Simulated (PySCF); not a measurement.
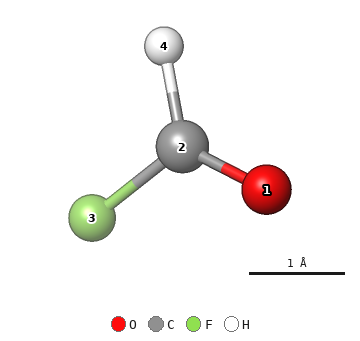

**Figure 1.** The structure as given in the input (ball-and-stick view, seen at a tilt; atoms are numbered from 1 in the order of the input).

**Geometry relaxation of CHFO**

- system: CHFO (formyl fluoride), SMILES O=CF
- method: HF/6-31G*, RHF (PySCF 2.14.0)

The geometry comes from this level: PBE0-D4/def2-TZVP symmetrised. Figures and captions count atoms from 1; the log counts them from 0 in places.

**Input file (run.py)**
```python
from pyscf import gto, scf, symm
from pyscf.hessian import thermo
from pyscf.geomopt.geometric_solver import kernel as optimise

molecule = gto.M(
    atom='input.xyz',
    spin=0,
    charge=0,
    verbose=3,
    basis='6-31g*',
    max_memory=1860,
)

myscf = scf.RHF(molecule)
myscf.conv_tol = 1e-10
converged, mol_eq = optimise(myscf, maxsteps=80)
print('converged:', converged)
print(mol_eq.tostring())

myscf.reset(mol_eq)
molecule = mol_eq
myscf.kernel()
energy = myscf.e_tot
print(f'total energy: {energy:.8f} hartree')
hess = myscf.Hessian().kernel()
modes = thermo.harmonic_analysis(molecule, hess)
thermo.dump_normal_mode(molecule, modes)
symm.geom.TOLERANCE = 1e-3  # for the symmetry number
th = thermo.thermo(myscf, modes['freq_au'], 298.15, 101325)
thermo.dump_thermo(molecule, th)
```

**File input.xyz**
```
4

O     -0.820301     0.531968     0.632476
C      0.022639     0.398308    -0.173644
F      0.654239    -0.761022    -0.377084
H      0.419579     1.153908    -0.862814
```

Hardware: 1 thread of Arm Neoverse V1, 24 GiB of memory available, shared host.

Command:
```bash
OMP_NUM_THREADS=1 python run.py
```

**Log**
```
#|     Arguments passed to driver run_optimizer():      |#
customengine              <pyscf.geomopt.geometric_solver.PySCFEngine object>
maxiter                   80
----------------------------------------------------------
Custom engine selected.
Bonds will be generated from interatomic distances less than 1.20 times sum of covalent radii
12 internal coordinates being used (instead of 12 Cartesians)
Internal coordinate system (atoms numbered from 1):
Distance 1-2
Distance 2-3
Distance 2-4
Angle 1-2-4
Angle 3-2-4
Out-of-Plane 2-1-3-4
Translation-X 1-4
Translation-Y 1-4
Translation-Z 1-4
Rotation-A 1-4
Rotation-B 1-4
Rotation-C 1-4
<class 'geometric.internal.Distance'> : 3
<class 'geometric.internal.Angle'> : 2
<class 'geometric.internal.OutOfPlane'> : 1
<class 'geometric.internal.TranslationX'> : 1
<class 'geometric.internal.TranslationY'> : 1
<class 'geometric.internal.TranslationZ'> : 1
<class 'geometric.internal.RotationA'> : 1
<class 'geometric.internal.RotationB'> : 1
<class 'geometric.internal.RotationC'> : 1
> ===== Optimization Info: ====
> Job type: Energy minimization
> Maximum number of optimization cycles: 80
> Initial / maximum trust radius (Angstrom): 0.100 / 0.300
> Convergence Criteria:
> Will converge when all 5 criteria are reached:
>  |Delta-E| < 1.00e-06
>  RMS-Grad  < 3.00e-04
>  Max-Grad  < 4.50e-04
>  RMS-Disp  < 1.20e-03
>  Max-Disp  < 1.80e-03
> === End Optimization Info ===

Geometry optimization cycle 1
Cartesian coordinates (Angstrom)
 Atom        New coordinates             dX        dY        dZ
   O  -0.820301   0.531968   0.632476    0.000000  0.000000 -0.000000
   C   0.022639   0.398308  -0.173644    0.000000  0.000000  0.000000
   F   0.654239  -0.761022  -0.377084    0.000000  0.000000  0.000000
   H   0.419579   1.153908  -0.862814   -0.000000  0.000000  0.000000

WARN: Mole.unit (angstrom) is changed to Bohr

converged SCF energy = -212.745137083219
--------------- RHF_Scanner gradients ---------------
         x                y                z
0 O    -0.0191278262     0.0027940469     0.0183824081
1 C     0.0041047047     0.0058283919    -0.0063750057
2 F     0.0096502542    -0.0166491496    -0.0035110915
3 H     0.0053728672     0.0080267108    -0.0084963108
----------------------------------------------
cycle 1: E = -212.745137083  dE = -212.745  norm(grad) = 0.0367585
Step    0 : Gradient = 1.838e-02/2.668e-02 (rms/max) Energy = -212.7451370832
Hessian Eigenvalues: 4.50000e-02 5.00000e-02 5.00000e-02 ... 3.40141e-01 5.81573e-01 1.19062e+00

Geometry optimization cycle 2
Cartesian coordinates (Angstrom)
 Atom        New coordinates             dX        dY        dZ
   O  -0.807776   0.528692   0.620988    0.012525 -0.003276 -0.011488
   C   0.026413   0.398635  -0.177611    0.003774  0.000327 -0.003967
   F   0.645118  -0.748703  -0.372472   -0.009121  0.012319  0.004612
   H   0.412400   1.144537  -0.851972   -0.007179 -0.009371  0.010842
converged SCF energy = -212.745958410212
--------------- RHF_Scanner gradients ---------------
         x                y                z
0 O     0.0032594781    -0.0028182844    -0.0022452216
1 C    -0.0026945209     0.0073445129    -0.0000433243
2 F    -0.0000123982    -0.0024832294     0.0009529021
3 H    -0.0005525590    -0.0020429991     0.0013356439
----------------------------------------------
cycle 2: E = -212.74595841  dE = -0.000821327  norm(grad) = 0.00990706
Step    1 : Displace = 1.452e-02/1.731e-02 (rms/max) Trust = 1.000e-01 (=) Grad = 4.954e-03/7.823e-03 (rms/max) E (change) = -212.7459584102 (-8.213e-04) Quality = 0.933
Hessian Eigenvalues: 4.50000e-02 5.00000e-02 5.00000e-02 ... 3.76655e-01 5.36701e-01 1.30024e+00

Geometry optimization cycle 3
Cartesian coordinates (Angstrom)
 Atom        New coordinates             dX        dY        dZ
   O  -0.813707   0.548733   0.619423   -0.005932  0.020041 -0.001566
   C   0.023517   0.385502  -0.169660   -0.002896 -0.013133  0.007951
   F   0.657859  -0.743956  -0.387226    0.012741  0.004747 -0.014755
   H   0.408488   1.132883  -0.843602   -0.003913 -0.011654  0.008370
converged SCF energy = -212.745564679002
--------------- RHF_Scanner gradients ---------------
         x                y                z
0 O     0.0019256687     0.0078610794    -0.0049372717
1 C    -0.0055703625    -0.0085760231     0.0089245056
2 F     0.0045376751     0.0033203455    -0.0058728374
3 H    -0.0008929812    -0.0026054019     0.0018856035
----------------------------------------------
cycle 3: E = -212.745564679  dE = 0.000393731  norm(grad) = 0.0187444
Step    2 : Displace = 1.808e-02/2.097e-02 (rms/max) Trust = 1.414e-01 (+) Grad = 9.372e-03/1.357e-02 (rms/max) E (change) = -212.7455646790 (+3.937e-04) Quality = -2.746
Rejecting step - quality is lower than -1.0
Hessian Eigenvalues: 4.50000e-02 5.00000e-02 5.00000e-02 ... 3.76655e-01 5.36701e-01 1.30024e+00

Geometry optimization cycle 4
Cartesian coordinates (Angstrom)
 Atom        New coordinates             dX        dY        dZ
   O  -0.811309   0.538424   0.620896    0.002398 -0.010309  0.001473
   C   0.024990   0.391945  -0.173626    0.001473  0.006443 -0.003965
   F   0.651458  -0.746383  -0.379794   -0.006401 -0.002427  0.007432
   H   0.411018   1.139176  -0.848542    0.002530  0.006293 -0.004940
converged SCF energy = -212.745942106135
--------------- RHF_Scanner gradients ---------------
         x                y                z
0 O     0.0012409042     0.0027052091    -0.0022846779
1 C    -0.0032510041    -0.0012299327     0.0037704105
2 F     0.0023550514     0.0003124948    -0.0025119556
3 H    -0.0003449514    -0.0017877712     0.0010262229
----------------------------------------------
cycle 4: E = -212.745942106  dE = -0.000377427  norm(grad) = 0.00752978
Step    3 : Displace = 8.824e-03/1.036e-02 (rms/max) Trust = 9.038e-03 (x) Grad = 3.765e-03/5.128e-03 (rms/max) E (change) = -212.7459421061 (+1.630e-05) Quality = -0.148
Hessian Eigenvalues: 4.50000e-02 5.00000e-02 5.00000e-02 ... 5.00577e-01 9.24305e-01 1.13326e+00

Geometry optimization cycle 5
Cartesian coordinates (Angstrom)
 Atom        New coordinates             dX        dY        dZ
   O  -0.810186   0.533641   0.621563    0.001123 -0.004783  0.000667
   C   0.026201   0.393843  -0.175573    0.001211  0.001898 -0.001948
   F   0.648041  -0.747446  -0.375920   -0.003416 -0.001063  0.003874
   H   0.412100   1.143125  -0.851136    0.001082  0.003949 -0.002593
converged SCF energy = -212.746006621548
--------------- RHF_Scanner gradients ---------------
         x                y                z
0 O     0.0001730405     0.0005565269    -0.0003871025
1 C    -0.0010677124     0.0001586193     0.0010272080
2 F     0.0007801726    -0.0001651743    -0.0007309951
3 H     0.0001144994    -0.0005499718     0.0000908896
----------------------------------------------
cycle 5: E = -212.746006622  dE = -6.45154e-05  norm(grad) = 0.00205036
Step    4 : Displace = 4.603e-03/5.272e-03 (rms/max) Trust = 4.412e-03 (-) Grad = 1.025e-03/1.490e-03 (rms/max) E (change) = -212.7460066215 (-6.452e-05) Quality = 0.991
Hessian Eigenvalues: 4.50000e-02 5.00000e-02 5.00000e-02 ... 5.03314e-01 9.06159e-01 1.13213e+00

Geometry optimization cycle 6
Cartesian coordinates (Angstrom)
 Atom        New coordinates             dX        dY        dZ
   O  -0.809363   0.532398   0.621205    0.000823 -0.001243 -0.000358
   C   0.027045   0.393935  -0.176491    0.000844  0.000093 -0.000918
   F   0.646747  -0.748186  -0.374318   -0.001295 -0.000740  0.001603
   H   0.411727   1.145015  -0.851463   -0.000373  0.001890 -0.000327
converged SCF energy = -212.746011712055
--------------- RHF_Scanner gradients ---------------
         x                y                z
0 O     0.0001492957    -0.0000363326    -0.0001333040
1 C    -0.0001854113     0.0001315939     0.0001259658
2 F     0.0000426952    -0.0001139354     0.0000032303
3 H    -0.0000065796     0.0000186741     0.0000041079
----------------------------------------------
cycle 6: E = -212.746011712  dE = -5.09051e-06  norm(grad) = 0.00035237
Step    5 : Displace = 1.770e-03/2.187e-03 (rms/max) Trust = 6.240e-03 (+) Grad = 1.762e-04/2.599e-04 (rms/max) E (change) = -212.7460117121 (-5.091e-06) Quality = 0.996
Hessian Eigenvalues: 4.50020e-02 5.00000e-02 5.00000e-02 ... 4.92448e-01 9.08544e-01 1.15296e+00

Geometry optimization cycle 7
Cartesian coordinates (Angstrom)
 Atom        New coordinates             dX        dY        dZ
   O  -0.809448   0.532388   0.621244   -0.000085 -0.000010  0.000039
   C   0.027124   0.393917  -0.176427    0.000078 -0.000018  0.000064
   F   0.646720  -0.748081  -0.374368   -0.000026  0.000106 -0.000051
   H   0.411760   1.144937  -0.851515    0.000033 -0.000077 -0.000052
converged SCF energy = -212.746011745948
--------------- RHF_Scanner gradients ---------------
         x                y                z
0 O    -0.0000161582    -0.0000132737    -0.0000045335
1 C     0.0000208529     0.0000230842     0.0000401067
2 F    -0.0000054890    -0.0000117238    -0.0000094932
3 H     0.0000007943     0.0000019133    -0.0000260800
----------------------------------------------
cycle 7: E = -212.746011746  dE = -3.38932e-08  norm(grad) = 6.30575e-05
```

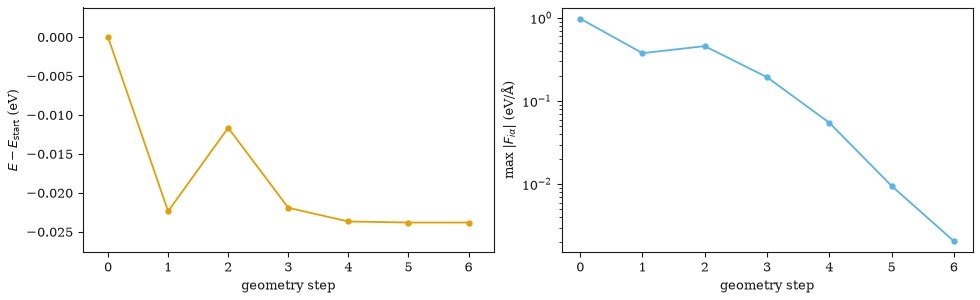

**Figure 2.** Progress of the relaxation, step by step (steps are counted from 0).

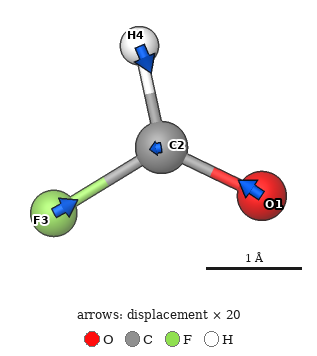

**Figure 3.** The starting structure with the displacements as blue arrows, magnified 20 times (ball-and-stick view, seen at a tilt). The two geometries are laid on each other by the best rigid fit. After 6 geometry steps the energy has fallen by 0.024 eV. The largest force component goes from 0.98 to 0.0021 eV/Å. H4 moves most after the best rigid fit: 0.016 Å. Largest moves by element: H 0.016 Å, O 0.016 Å, F 0.015 Å, C 0.007 Å. Among the contacts that change: C2–F3 1.336 → 1.314 Å, C2–H4 1.097 → 1.081 Å, O1–C2 1.174 → 1.164 Å. (Atoms are counted from 1 in the order of the input.)

```
Step    6 : Displace = 1.045e-04/1.201e-04 (rms/max) Trust = 8.824e-03 (+) Grad = 3.153e-05/5.076e-05 (rms/max) E (change) = -212.7460117459 (-3.389e-08) Quality = 0.862
Hessian Eigenvalues: 4.50020e-02 5.00000e-02 5.00000e-02 ... 4.92448e-01 9.08544e-01 1.15296e+00
Converged! =D

converged: True
O          -0.80944771        0.53238825        0.62124421
C           0.02712376        0.39391713       -0.17642662
F           0.64672018       -0.74808072       -0.37436843
H           0.41175977        1.14493734       -0.85151516
converged SCF energy = -212.746011745949
total energy: -212.74601175 hartree
Mode                                 0                   1                   2
Irrep
Freq [cm^-1]                      738.1694           1176.4422           1247.0870
Reduced mass [au]                  12.5981              1.6800              7.7008
Force const [Dyne/A]                4.0445              1.3699              7.0564
Char temp [K]                    1062.0615           1692.6384           1794.2805
Normal mode                   x     y     z       x     y     z       x     y     z
       0   O                -0.08  0.13  0.03   -0.03 -0.01 -0.03    0.02  0.02 -0.03
       1   C                -0.05 -0.09  0.08    0.12  0.05  0.12    0.04 -0.20  0.03
       2   F                 0.10 -0.05 -0.08   -0.02 -0.01 -0.02   -0.05  0.13  0.00
       3   H                -0.03 -0.11  0.07   -0.52 -0.19 -0.51    0.07 -0.24  0.02
Mode                                 3                   4                   5
Irrep
Freq [cm^-1]                     1537.1475           2103.4640           3357.3759
Reduced mass [au]                   1.1251              9.4599              1.1015
Force const [Dyne/A]                1.5663             24.6609              7.3154
Char temp [K]                    2211.6129           3026.4163           4830.5164
Normal mode                   x     y     z       x     y     z       x     y     z
       0   O                 0.03  0.02 -0.04   -0.11  0.02  0.11    0.01 -0.00 -0.01
       1   C                 0.02 -0.06  0.00    0.16 -0.04 -0.14   -0.04 -0.06  0.06
       2   F                -0.01 -0.01  0.01   -0.01  0.00  0.00    0.00 -0.00 -0.00
       3   H                -0.61  0.60  0.39    0.01  0.17 -0.08    0.33  0.66 -0.59
temperature 298.1500 [K]
pressure 101325.00 [Pa]
Rotational constants [GHz] 94.90720 12.15555 10.77545
Symmetry number 1
Zero-point energy (ZPE) 0.02315 [Eh]   60768.417 [J/mol]
                           tot       elec      trans        rot        vib
Entropy [J/mol/K]       245.482      0.000    157.031     86.968      1.483
Cv [J/mol/K]             30.084      0.000     12.472     12.472      5.140
Cp [J/mol/K]             38.398      0.000     20.786     12.472      5.140
Internal energy [J/mol]                      3718.434   3718.434  61123.104
Internal energy [Eh]   -212.71990  -212.74601
Enthalpy [J/mol]                             6197.391   3718.434  61123.104
Enthalpy [Eh]          -212.71895
Gibbs free energy [J/mol]                  -40621.253 -22211.075  60680.925
Gibbs free energy [Eh] -212.74683
```

**Trajectory as extended XYZ (Å, eV, eV/Å), 7 frames, from step=0 to step=6**
```
4
Properties=species:S:1:pos:R:3:forces:R:3 step=0 energy=-5789.09010
O    -0.8203    0.5320    0.6325    0.9836  -0.1437  -0.9453
C     0.0226    0.3983   -0.1736   -0.2111  -0.2997   0.3278
F     0.6542   -0.7610   -0.3771   -0.4962   0.8561   0.1805
H     0.4196    1.1539   -0.8628   -0.2763  -0.4128   0.4369
4
Properties=species:S:1:pos:R:3:forces:R:3 step=1 energy=-5789.11245
O    -0.8078    0.5287    0.6210   -0.1676   0.1449   0.1155
C     0.0264    0.3986   -0.1776    0.1386  -0.3777   0.0022
F     0.6451   -0.7487   -0.3725    0.0006   0.1277  -0.0490
H     0.4124    1.1445   -0.8520    0.0284   0.1051  -0.0687
4
Properties=species:S:1:pos:R:3:forces:R:3 step=2 energy=-5789.10173
O    -0.8137    0.5487    0.6194   -0.0990  -0.4042   0.2539
C     0.0235    0.3855   -0.1697    0.2864   0.4410  -0.4589
F     0.6579   -0.7440   -0.3872   -0.2333  -0.1707   0.3020
H     0.4085    1.1329   -0.8436    0.0459   0.1340  -0.0970
4
Properties=species:S:1:pos:R:3:forces:R:3 step=3 energy=-5789.11200
O    -0.8113    0.5384    0.6209   -0.0638  -0.1391   0.1175
C     0.0250    0.3919   -0.1736    0.1672   0.0632  -0.1939
F     0.6515   -0.7464   -0.3798   -0.1211  -0.0161   0.1292
H     0.4110    1.1392   -0.8485    0.0177   0.0919  -0.0528
4
Properties=species:S:1:pos:R:3:forces:R:3 step=4 energy=-5789.11376
O    -0.8102    0.5336    0.6216   -0.0089  -0.0286   0.0199
C     0.0262    0.3938   -0.1756    0.0549  -0.0082  -0.0528
F     0.6480   -0.7474   -0.3759   -0.0401   0.0085   0.0376
H     0.4121    1.1431   -0.8511   -0.0059   0.0283  -0.0047
4
Properties=species:S:1:pos:R:3:forces:R:3 step=5 energy=-5789.11390
O    -0.8094    0.5324    0.6212   -0.0077   0.0019   0.0069
C     0.0270    0.3939   -0.1765    0.0095  -0.0068  -0.0065
F     0.6467   -0.7482   -0.3743   -0.0022   0.0059  -0.0002
H     0.4117    1.1450   -0.8515    0.0003  -0.0010  -0.0002
4
Properties=species:S:1:pos:R:3:forces:R:3 step=6 energy=-5789.11390
O    -0.8094    0.5324    0.6212    0.0008   0.0007   0.0002
C     0.0271    0.3939   -0.1764   -0.0011  -0.0012  -0.0021
F     0.6467   -0.7481   -0.3744    0.0003   0.0006   0.0005
H     0.4118    1.1449   -0.8515    0.0000  -0.0001   0.0013
```

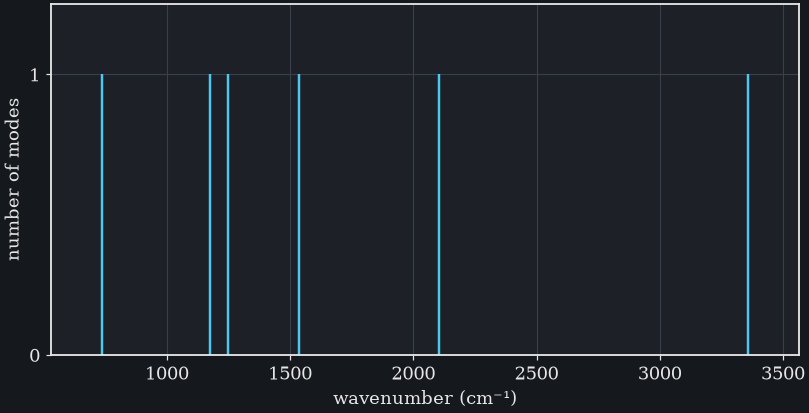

**Figure 4.** Harmonic vibrational wavenumbers from the force constants; neighbouring modes closer than 12 cm⁻¹ are counted in one stick. 6 modes from 738 to 3357 cm⁻¹, none imaginary.

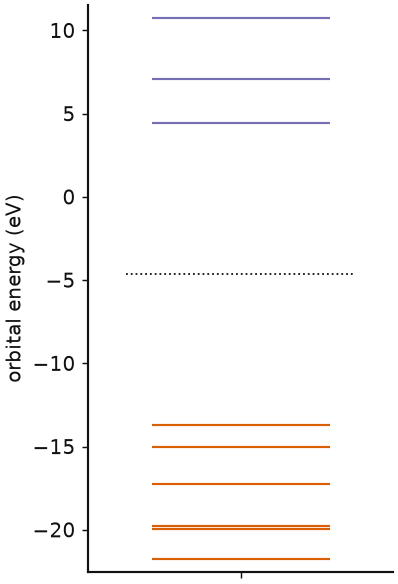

**Figure 5.** Orbital energies near the frontier; the dotted line parts filled from empty levels, and levels within 0.02 eV of each other stand side by side. Highest filled −13.73 eV, lowest empty 4.42 eV, 18.15 eV apart.

**Results in brief**

- outcome: converged
- total energy: −212.746012 hartree
- basis functions: 44
- HOMO: −13.73 eV
- LUMO: 4.42 eV
- zero-point energy: 0.023145 hartree
- dipole moment: 2.39 D
- wavenumbers, lowest and highest: 738 and 3357 cm⁻¹
- wall time: 10 s
- peak memory: 0.14 GiB
